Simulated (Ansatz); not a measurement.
## Molecular dynamics of CH9PSi2 (part 1 of 2)

The run: molecular dynamics of CH9PSi2. Method and program: RKS PBE/def2-SVP (Ansatz 0.2.0).

The geometry comes from this level: PBE0-D4/def2-TZVP. Figures and captions count atoms from 1; the log counts them from 0 in places.

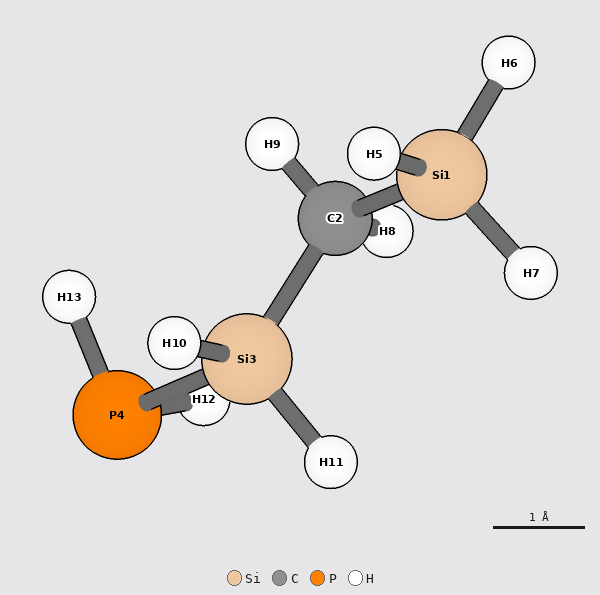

Figure 1. The starting structure (ball-and-stick view, seen at a tilt; atoms are numbered from 1 in the order of the input).

The input
```yaml
crystal:
  periodic: [false, false, false]
  atoms:
    - {symbol: Si, position_ang: [-1.462973, 1.402736, -0.751988]}
    - {symbol: C, position_ang: [-0.401704, 0.398512, 0.421470]}
    - {symbol: Si, position_ang: [0.783317, -0.773326, -0.432053]}
    - {symbol: P, position_ang: [2.083929, -2.002087, 0.941914]}
    - {symbol: H, position_ang: [-0.603041, 2.229418, -1.640210]}
    - {symbol: H, position_ang: [-2.376368, 2.308313, -0.003669]}
    - {symbol: H, position_ang: [-2.285458, 0.498950, -1.599638]}
    - {symbol: H, position_ang: [-1.053571, -0.180347, 1.084157]}
    - {symbol: H, position_ang: [0.173650, 1.082196, 1.054487]}
    - {symbol: H, position_ang: [1.698824, -0.004328, -1.318939]}
    - {symbol: H, position_ang: [0.020230, -1.733113, -1.276198]}
    - {symbol: H, position_ang: [1.001518, -2.373463, 1.785524]}
    - {symbol: H, position_ang: [2.442147, -0.888462, 1.749844]}
basis:
  gaussian: {orbitals: def2-SVP}
hamiltonian: {xc: {name: PBE}}
md: {timestep: 0.5 fs, n_steps: 30, ensemble: nvt_langevin, temperature: 500, initial_velocities: maxwell_boltzmann, friction: 0.01, seed: 650}
```

Machine: 4 threads of Arm Neoverse V2, 23 GiB of memory available, shared host.

Launched with:
```bash
ansatz run in.yaml --threads 4 --pin off --events-out ev --progress --plain --max-ram 10444MiB
```

Output
```
Functional definition: PBE
  name "PBE"
  cite "Perdew, Burke & Ernzerhof, Phys. Rev. Lett. 77, 3865 (1996) doi:10.1103/PhysRevLett.77.3865"
  parent pbe
  parameter kappa = 0.804
  parameter beta = 0.06672455060314922
  exchange = pbe_x(kappa = kappa, mu = beta*pi^2/3)
  correlation = pbe_c(beta = beta)
1279 factors; their error is unknown
mean field evaluation 1: about -26197.4074 eV, gradient 5.3e1 eV
mean field evaluation 2: about -26185.2525 eV, gradient 7.9e1 eV
mean field evaluation 4: about -26204.6262 eV, gradient 4.1e0 eV
mean field evaluation 8: about -26204.6854 eV, gradient 7.6e-2 eV
mean field evaluation 16: about -26204.6084 eV, gradient 3.4e-5 eV
mean field -26204.60842752 eV, -963.0015975898 hartree, gradient 3.4e-5 eV, S^2 0.000000; 0 other end points of the search recorded, 0 dependent functions left out
the calculation of the forces begins
reference -26204.60846713 eV, -963.0015990453 hartree; 29, 29 occupied and 84, 84 virtual orbitals, 1279 factors
md step     0: t =     0.00 fs  T =   461.5 K  F+E_penalty+E_count = -26204.60842752 eV  E_kin = 0.775560 eV  (25 SCF iters)
these checks for a lower state are left out or cut short: starts, cluster_reference, orbital_swaps, neighbouring_geometries, increment
1279 factors; their error is unknown
mean field -26204.58586021 eV, -963.0007682564 hartree, gradient 1.6e-5 eV, S^2 0.000000; 0 other end points of the search recorded, 0 dependent functions left out
the calculation of the forces begins
reference -26204.58589984 eV, -963.0007697130 hartree; 29, 29 occupied and 84, 84 virtual orbitals, 1279 factors
md step     1: t =     0.50 fs  T =   430.6 K  F+E_penalty+E_count = -26204.58586021 eV  E_kin = 0.723631 eV  (27 SCF iters)
[... from here on the SCF iterations and repeated set-up lines of each step are left out, up to the last step ...]
md step     2: t =     1.00 fs  T =   428.1 K  F+E_penalty+E_count = -26204.55185766 eV  E_kin = 0.719391 eV  (27 SCF iters)
md step     3: t =     1.50 fs  T =   394.6 K  F+E_penalty+E_count = -26204.51436506 eV  E_kin = 0.663126 eV  (28 SCF iters)
md step     4: t =     2.00 fs  T =   375.8 K  F+E_penalty+E_count = -26204.48006725 eV  E_kin = 0.631533 eV  (27 SCF iters)
md step     5: t =     2.50 fs  T =   361.9 K  F+E_penalty+E_count = -26204.45522692 eV  E_kin = 0.608118 eV  (27 SCF iters)
md step     6: t =     3.00 fs  T =   362.4 K  F+E_penalty+E_count = -26204.44125094 eV  E_kin = 0.608928 eV  (27 SCF iters)
md step     7: t =     3.50 fs  T =   380.5 K  F+E_penalty+E_count = -26204.43048171 eV  E_kin = 0.639369 eV  (27 SCF iters)
md step     8: t =     4.00 fs  T =   381.4 K  F+E_penalty+E_count = -26204.41194770 eV  E_kin = 0.640826 eV  (27 SCF iters)
md step     9: t =     4.50 fs  T =   352.4 K  F+E_penalty+E_count = -26204.37995972 eV  E_kin = 0.592141 eV  (27 SCF iters)
md step    10: t =     5.00 fs  T =   328.5 K  F+E_penalty+E_count = -26204.33582342 eV  E_kin = 0.552051 eV  (27 SCF iters)
md step    11: t =     5.50 fs  T =   307.5 K  F+E_penalty+E_count = -26204.28425215 eV  E_kin = 0.516641 eV  (27 SCF iters)
md step    12: t =     6.00 fs  T =   289.8 K  F+E_penalty+E_count = -26204.23084547 eV  E_kin = 0.487008 eV  (27 SCF iters)
md step    13: t =     6.50 fs  T =   254.4 K  F+E_penalty+E_count = -26204.18243486 eV  E_kin = 0.427558 eV  (27 SCF iters)
md step    14: t =     7.00 fs  T =   249.0 K  F+E_penalty+E_count = -26204.14481867 eV  E_kin = 0.418481 eV  (27 SCF iters)
md step    15: t =     7.50 fs  T =   254.7 K  F+E_penalty+E_count = -26204.12218717 eV  E_kin = 0.428039 eV  (27 SCF iters)
md step    16: t =     8.00 fs  T =   265.3 K  F+E_penalty+E_count = -26204.11594978 eV  E_kin = 0.445814 eV  (27 SCF iters)
md step    17: t =     8.50 fs  T =   269.9 K  F+E_penalty+E_count = -26204.12453101 eV  E_kin = 0.453582 eV  (27 SCF iters)
md step    18: t =     9.00 fs  T =   290.0 K  F+E_penalty+E_count = -26204.14712894 eV  E_kin = 0.487258 eV  (26 SCF iters)
md step    19: t =     9.50 fs  T =   307.6 K  F+E_penalty+E_count = -26204.17733866 eV  E_kin = 0.516857 eV  (27 SCF iters)
md step    20: t =    10.00 fs  T =   328.9 K  F+E_penalty+E_count = -26204.20407771 eV  E_kin = 0.552721 eV  (27 SCF iters)
md step    21: t =    10.50 fs  T =   359.4 K  F+E_penalty+E_count = -26204.21726714 eV  E_kin = 0.603946 eV  (27 SCF iters)
md step    22: t =    11.00 fs  T =   361.2 K  F+E_penalty+E_count = -26204.21239136 eV  E_kin = 0.606929 eV  (27 SCF iters)
md step    23: t =    11.50 fs  T =   340.8 K  F+E_penalty+E_count = -26204.19072719 eV  E_kin = 0.572739 eV  (27 SCF iters)
md step    24: t =    12.00 fs  T =   330.6 K  F+E_penalty+E_count = -26204.16093395 eV  E_kin = 0.555511 eV  (27 SCF iters)
md step    25: t =    12.50 fs  T =   288.0 K  F+E_penalty+E_count = -26204.13402387 eV  E_kin = 0.483888 eV  (27 SCF iters)
md step    26: t =    13.00 fs  T =   278.3 K  F+E_penalty+E_count = -26204.12295054 eV  E_kin = 0.467705 eV  (27 SCF iters)
md step    27: t =    13.50 fs  T =   300.9 K  F+E_penalty+E_count = -26204.13194164 eV  E_kin = 0.505669 eV  (27 SCF iters)
md step    28: t =    14.00 fs  T =   314.6 K  F+E_penalty+E_count = -26204.14784901 eV  E_kin = 0.528719 eV  (27 SCF iters)
md step    29: t =    14.50 fs  T =   314.0 K  F+E_penalty+E_count = -26204.16025517 eV  E_kin = 0.527594 eV  (27 SCF iters)
these checks for a lower state are left out or cut short: starts, cluster_reference, orbital_swaps, neighbouring_geometries, increment
1279 factors; their error is unknown
mean field -26204.16535762 eV, -962.9853150715 hartree, gradient 1.8e-5 eV, S^2 0.000000; 0 other end points of the search recorded, 0 dependent functions left out
the calculation of the forces begins
reference -26204.16539766 eV, -962.9853165429 hartree; 29, 29 occupied and 84, 84 virtual orbitals, 1279 factors
1279 factors; their error is unknown
mean field evaluation 256: about -26204.2426 eV, gradient 2.3e-1 eV
mean field -26204.16535762 eV, -962.9853150715 hartree, gradient 1.8e-5 eV, S^2 0.000000; 1 other end points of the search recorded, 0 dependent functions left out
the calculation of the forces begins
reference -26204.16539766 eV, -962.9853165429 hartree; 29, 29 occupied and 84, 84 virtual orbitals, 1279 factors
md step    30: t =    15.00 fs  T =   342.4 K  F+E_penalty+E_count = -26204.16535762 eV  E_kin = 0.575314 eV  (27 SCF iters)
```

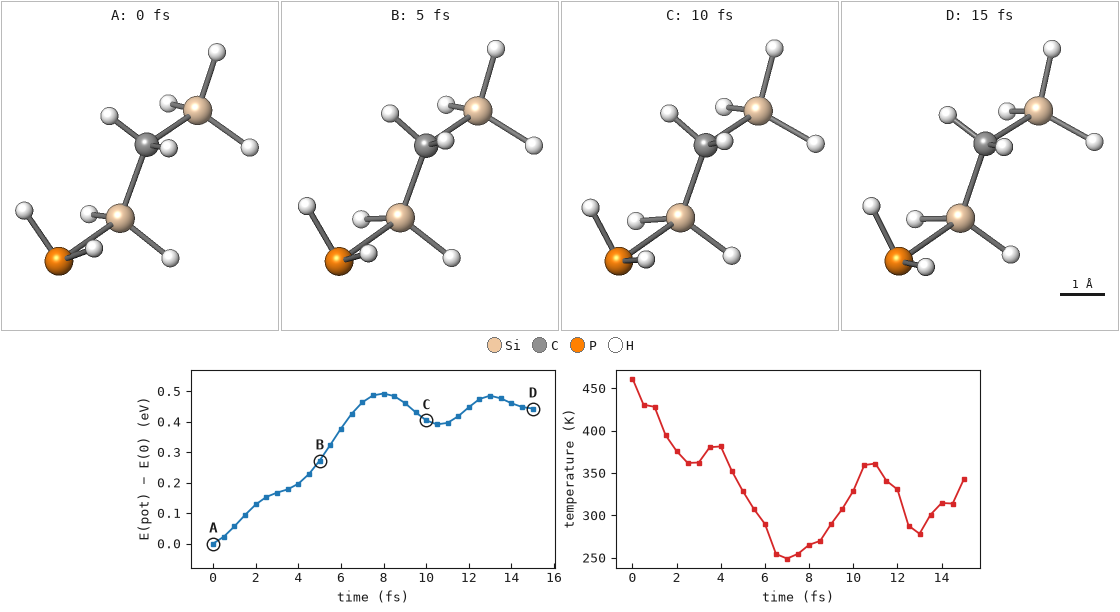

Figure 2. Frames of the molecular dynamics (ball-and-stick, seen at a tilt) above the curves, on which the letters mark them. The trajectory kept here has 31 frames over 15 fs. The temperature starts at 462 K, ranges from 249 to 462 K and averages 309 K over the second half. The potential energy ends 0.443 eV above its first value. After an unweighted best fit of the last frame on the first, the root-mean-square displacement is 0.24 Å, and H13 has moved furthest (0.46 Å).

```
Total energy: -26204.16539766 eV, -962.9853165429 hartree
Atom 0 at    -1.431894     1.447867    -0.748930 Å, force     0.439682    -0.282026     1.064652 eV/Å
Atom 1 at    -0.429655     0.362795     0.512282 Å, force    -0.686647    -0.091026    -2.213563 eV/Å
Atom 2 at     0.784981    -0.742995    -0.479688 Å, force     0.674936     0.476900     1.638099 eV/Å
Atom 3 at     2.053974    -2.028257     0.959040 Å, force     0.172268    -0.706440    -0.623257 eV/Å
Atom 4 at    -0.567472     2.492931    -1.326344 Å, force     0.309563     0.260091    -0.469195 eV/Å
Atom 5 at    -2.585573     2.148811    -0.143712 Å, force    -0.348384     0.242838     0.355116 eV/Å
Atom 6 at    -2.035057     0.501814    -1.701996 Å, force    -0.053769    -0.292048    -0.638805 eV/Å
Atom 7 at    -1.226262    -0.322917     0.845448 Å, force     0.075387    -0.086004     0.799933 eV/Å
Atom 8 at     0.096399     0.951953     1.265370 Å, force     0.028154     0.063504     0.551896 eV/Å
Atom 9 at     1.572313     0.061499    -1.451547 Å, force     0.228509     0.074159    -0.208249 eV/Å
Atom 10 at     0.241218    -1.943389    -1.114290 Å, force    -0.731813    -0.329385    -0.543139 eV/Å
Atom 11 at     0.897213    -2.260585     1.781654 Å, force     0.041064     0.067766     0.117655 eV/Å
Atom 12 at     2.767984    -1.218476     1.883199 Å, force    -0.148949     0.601673     0.168857 eV/Å
Dipole moment:    -0.167740     0.226335     0.112979 e Å
```

Trajectory as extended XYZ (Å, eV, eV/Å), 16 of the 31 frames kept, from step=0 to step=30
```
13
Properties=species:S:1:pos:R:3:forces:R:3 step=0 time_fs=0.0 energy=-26204.60843 temperature=461.5
Si   -1.4630    1.4027   -0.7520   -0.0626   0.0601  -0.0266
C    -0.4017    0.3985    0.4215   -0.0051   0.0000  -0.2134
Si    0.7833   -0.7733   -0.4321    0.0609  -0.0587   0.0134
P     2.0839   -2.0021    0.9419    0.4460  -0.4401  -0.3003
H    -0.6030    2.2294   -1.6402    0.1790   0.1885  -0.2018
H    -2.3764    2.3083   -0.0037   -0.2095   0.2073   0.1591
H    -2.2855    0.4990   -1.5996   -0.1880  -0.1890  -0.1930
H    -1.0536   -0.1803    1.0842   -0.3261  -0.2791   0.3325
H     0.1736    1.0822    1.0545    0.2774   0.3418   0.3179
H     1.6988   -0.0043   -1.3189    0.2048   0.1539  -0.1957
H     0.0202   -1.7331   -1.2762   -0.1525  -0.2140  -0.1866
H     1.0015   -2.3735    1.7855   -0.3151  -0.0945   0.2524
H     2.4421   -0.8885    1.7498    0.0910   0.3238   0.2422
13
Properties=species:S:1:pos:R:3:forces:R:3 step=2 time_fs=1.0 energy=-26204.55186 temperature=428.1
Si   -1.4589    1.4042   -0.7540    0.0645   0.2700   0.2363
C    -0.3982    0.3935    0.4244   -0.3855  -0.1306  -1.0263
Si    0.7799   -0.7724   -0.4346    0.3354  -0.0283   0.0144
P     2.0829   -2.0027    0.9418    0.0183  -0.7477  -0.1206
H    -0.5930    2.2640   -1.6072    0.1494   0.1227  -0.2317
H    -2.3935    2.3036   -0.0160   -0.1583   0.1471   0.1664
H    -2.2701    0.5024   -1.5896   -0.2890  -0.3284  -0.4050
H    -1.0517   -0.1612    1.0794   -0.7340  -0.7194   0.5760
H     0.1240    1.0626    1.0738    0.9221   0.9701   0.7805
H     1.6959    0.0011   -1.3352    0.0766   0.0529  -0.0898
H     0.0430   -1.7663   -1.2647   -0.1929  -0.1399  -0.1713
H     0.9821   -2.3517    1.8098    0.0185  -0.0245  -0.0556
H     2.4631   -0.9242    1.7675    0.1750   0.5560   0.3266
13
Properties=species:S:1:pos:R:3:forces:R:3 step=4 time_fs=2.0 energy=-26204.48007 temperature=375.8
Si   -1.4549    1.4053   -0.7559    0.1244   0.5179   0.4511
C    -0.3947    0.3898    0.4261   -0.6641  -0.1533  -1.3163
Si    0.7768   -0.7720   -0.4374    0.5716  -0.0377   0.0143
P     2.0822   -2.0039    0.9421   -0.3233  -0.8765   0.1472
H    -0.5812    2.2960   -1.5766    0.0879   0.0401  -0.2340
H    -2.4154    2.2985   -0.0263   -0.0558   0.0497   0.1318
H    -2.2558    0.5028   -1.5835   -0.3490  -0.4276  -0.5703
H    -1.0578   -0.1491    1.0762   -0.9093  -0.9455   0.5992
H     0.0811    1.0522    1.1021    1.2368   1.2366   0.9498
H     1.6940    0.0068   -1.3480   -0.0337  -0.0372  -0.0034
H     0.0665   -1.8016   -1.2562   -0.2070  -0.0216  -0.1226
H     0.9648   -2.3333    1.8353    0.3129   0.0235  -0.3450
H     2.4832   -0.9552    1.7927    0.2086   0.6316   0.2983
13
Properties=species:S:1:pos:R:3:forces:R:3 step=6 time_fs=3.0 energy=-26204.44125 temperature=362.4
Si   -1.4509    1.4066   -0.7574    0.0632   0.7213   0.6066
C    -0.3916    0.3862    0.4264   -0.8703   0.0634  -0.7959
Si    0.7739   -0.7715   -0.4398    0.7554  -0.1252   0.0157
P     2.0811   -2.0058    0.9426   -0.5179  -0.8455   0.4402
H    -0.5678    2.3255   -1.5468    0.0101  -0.0458  -0.2274
H    -2.4424    2.2929   -0.0336    0.0982  -0.0814   0.0540
H    -2.2419    0.4954   -1.5811   -0.3341  -0.4332  -0.6518
H    -1.0711   -0.1448    1.0805   -0.7542  -0.8908   0.3323
H     0.0516    1.0502    1.1388    1.1562   0.9870   0.6254
H     1.6922    0.0113   -1.3554   -0.1034  -0.0906   0.0413
H     0.0903   -1.8361   -1.2510   -0.2019   0.1233  -0.0527
H     0.9516   -2.3168    1.8570    0.5111   0.0395  -0.5579
H     2.5042   -0.9820    1.8221    0.1876   0.5782   0.1703
```
